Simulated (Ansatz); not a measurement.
**AlNH3 radical: an energy map over bond length Al2–H4 and bond length Al2–H5**

Aim: map the energy of AlH₃N, SMILES [NH][AlH2], spin multiplicity 2 over two coordinates, and find its wells, ridges and stiffness.

The runs use Ansatz 0.2.0; UKS wB97X-V/def2-SVP.

**1. The starting structure**

SMILES `[NH][AlH2]`, 5 atoms, charge 0, spin multiplicity 2.

Atoms are counted from 1 here; the program's logs count them from 0.

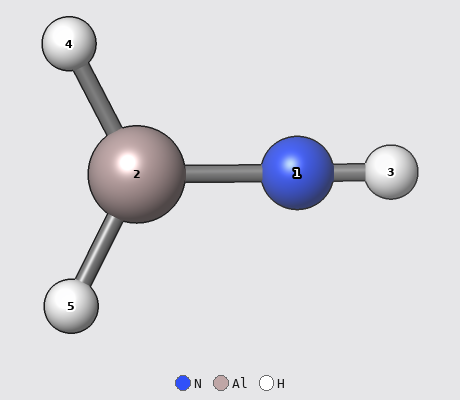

As it starts; nitrogen blue, aluminium light grey, hydrogen white; atoms are numbered from 1 in the order of the file.

As a file:

```xyz
5
AlH3N
N     0.4839   -0.7391    0.7183
Al   -0.2618    0.3993   -0.3866
H     0.9414   -1.4107    1.3335
H    -1.4690   -0.1414   -1.2810
H     0.3056    1.8919   -0.3841
```

This geometry comes from a loose relaxation at PBE in a small basis, which is not shown.

**3. Setting up the map**

The axes are (1) bond length Al2–H4: 9 values from 1.392 to 1.977 Å; (2) bond length Al2–H5: 9 values from 1.360 to 2.215 Å.

Nothing else is relaxed (all other coordinates rigid). Energies count from the relaxed molecule at the same level. Points are written as (first, second).

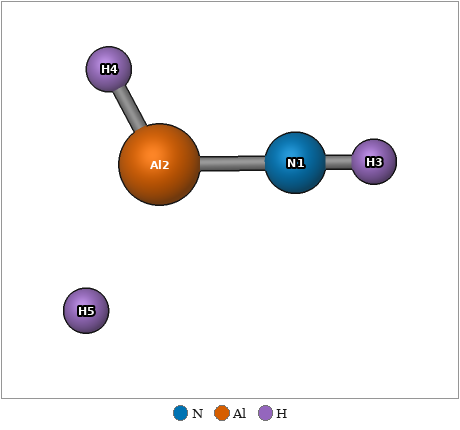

The geometry at (1.392 Å, 2.108 Å).

(The set-up runs are not shown.)

**4. The run at (1.611 Å, 1.574 Å)**

File input.yaml:

```yaml
crystal:
  periodic: [false, false, false]
  atoms:
    - { symbol: "N", position_ang: [0.493059, -0.743689, 0.709937] }
    - { symbol: Al, position_ang: [-0.265774, 0.400116, -0.380872] }
    - { symbol: H, position_ang: [0.934128, -1.405027, 1.336002] }
    - { symbol: H, position_ang: [-1.479477, -0.13994, -1.292237] }
    - { symbol: H, position_ang: [0.293286, 1.871461, -0.389306] }
magnetization:
  spin_polarized: true
  initial_magnetization: 1
basis:
  gaussian: { orbitals: def2-SVP }
hamiltonian:
  xc: { name: wB97X-V }
output:
  forces: true
```

Launch:

```
$ ansatz run input.yaml --threads 1 --pin off --max-ram 2560MiB --backend cpu --events-out ev --progress --plain --runs-dir out
```

The session goes on with these runs: the other points that were computed.

**Question.** What will these runs give? Wanted: lowest point; largest force on an atom.

As calculated:

| quantity | value |
| --- | --- |
| lowest point | (1.611 Å, 1.574 Å), 0.6 kJ/mol |
| highest computed point (blank points may lie higher) | (1.977 Å, 2.215 Å), 202 kJ/mol above the lowest |
| largest force on an atom (eV/Å) | 0.4 at (1.611 Å, 1.574 Å) to 6.5 at (1.977 Å, 1.360 Å); 0.4 at the lowest point |
| time for the whole task | 23 min on 1 thread, shared host |

**Reading.** The lowest computed point is at (1.611 Å, 1.574 Å), 0.6 kJ/mol from the relaxed molecule at the same level. No other kind of well shows on this grid. The highest computed point, (1.977 Å, 2.215 Å), lies 202 kJ/mol above the lowest. Round the minimum the two coordinates are nearly uncoupled.
